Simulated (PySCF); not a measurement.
# C3H7OSi, doublet, SMILES `C=CCO[SiH2]`: electronic structure

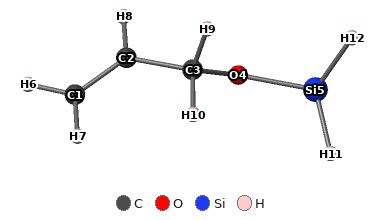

The molecule, with its atoms numbered as below. No frequency check shows the geometry to be a minimum.

Coordinates in Å:

```
C1       2.8285    0.3340   -0.2163
C2       1.7768   -0.4314    0.0129
C3       0.4894    0.0573    0.5869
O4      -0.5695   -0.2688   -0.2971
Si5     -2.1418    0.0674   -0.1553
H6       3.7365   -0.0596   -0.6396
H7       2.8271    1.3846    0.0238
H8       1.7844   -1.4822   -0.2415
H9       0.2994   -0.4276    1.5542
H10      0.5191    1.1416    0.7432
H11     -2.4251    1.4970   -0.1666
H12     -2.7691   -0.6058    0.9759
```

## 1. Bonding charge

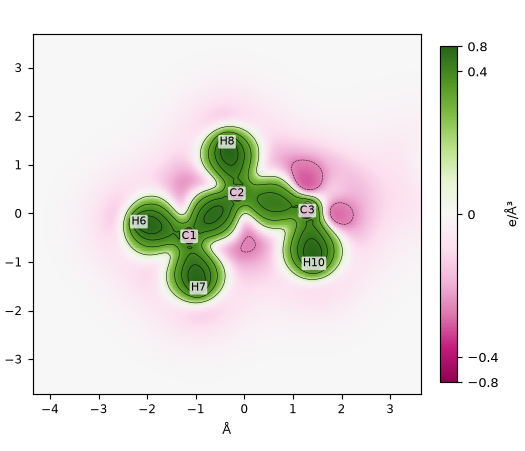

Deformation density (molecule less spherical, spin-averaged free atoms) in the plane of C1, C2, C3, H6, H7, H8 and H10; colour scale in e/Å³, logarithmic beyond ±0.1; green: gain, pink: loss.

PySCF calculation, PBE/def2-SVP, gas phase; geometry: GFN2-xTB. The stability of the open-shell solution wasn't checked. GFN2-xTB doesn't know the spin state, so this open-shell geometry is rough.

> Describe the bonding that the map shows.

C3–H10: +0.70 e/Å³ at the bond critical point (bond length 1.10 Å, Mayer order 0.9). C2–H8: +0.68 e/Å³ at the bond critical point (bond length 1.08 Å, Mayer order 1.0). C1–C2: +0.68 e/Å³ at the bond critical point (bond length 1.32 Å, Mayer order 2.0). C1–H6: +0.68 e/Å³ at the bond critical point (bond length 1.08 Å, Mayer order 0.9). C1–H7: +0.67 e/Å³ at the bond critical point (bond length 1.08 Å, Mayer order 0.9). C2–C3: +0.51 e/Å³ at the bond critical point (bond length 1.49 Å, Mayer order 1.1). In all, 2.5 electrons gather in the regions of gain relative to the promolecule.

## 2. Local ionisation energy

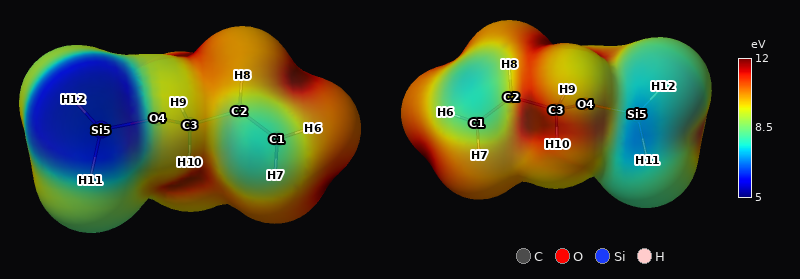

Average local ionisation energy on the surface of electron density 0.001 a.u. (back view left, front view right).

> Where are the most loosely bound electrons on this surface?

The lowest value is 5.1 eV, 2.4 Å from Si5. Further minima include 7.2 eV, 2.0 Å from H12; 7.5 eV, over C1, off the plane of its three bonds (2.0 Å); 7.6 eV, over C1, off the plane of its three bonds (2.1 Å). For comparison, the highest occupied orbital lies at −4.6 eV.

> What volume does the surface enclose, and what is the dipole moment?

About 130 Å³; the dipole moment is 1.3 D.

## 3. Spin density

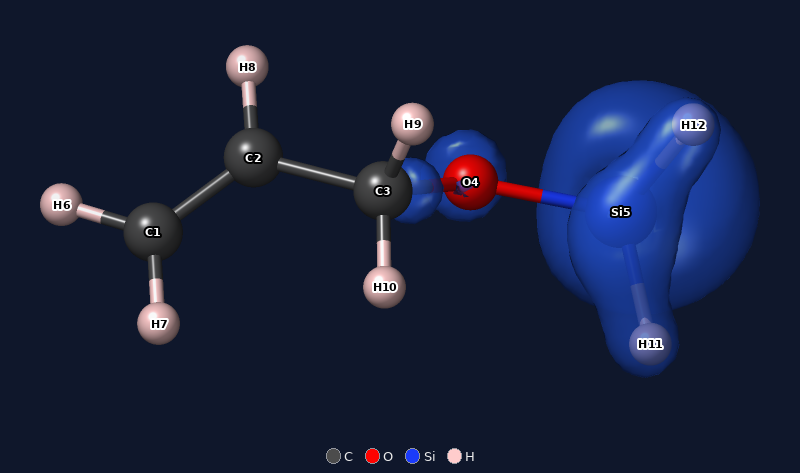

Spin density ρα − ρβ at ±0.03 e/Å³ (blue: excess α, red: excess β).

> Give the atomic spin populations that go with this picture.

Hirshfeld spin populations: Si5 +0.80, H11 +0.06, H12 +0.06 and O4 +0.05. ⟨S²⟩ = 0.75, as for a pure state.

## 4. In an electric field

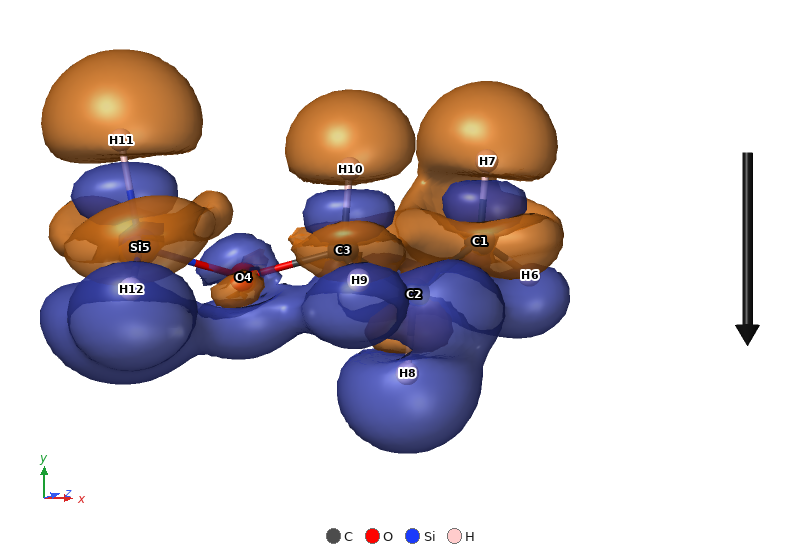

Change of the electron density in a uniform field of 0.21 V/Å along −y (arrow), surfaces at ±0.001 e/Å³ (orange: gain, blue: loss).

PySCF calculation, r2SCAN/cc-pVDZ, gas phase; geometry: GFN2-xTB. A basis without diffuse functions makes polarisabilities too small. The stability of the open-shell solution wasn't checked. GFN2-xTB doesn't know the spin state, so this open-shell geometry is rough.

> How large is the response?

The induced dipole is 0.57 D (along the field); α along this axis, from the fields in both directions, is 56 bohr³ (8.3 Å³).

> Which atoms gain and lose the most charge?

Electrons gather most on H11 (Hirshfeld charge changes by −0.010 e) and leave H8 most (+0.009 e); 0.060 electrons are displaced in all.
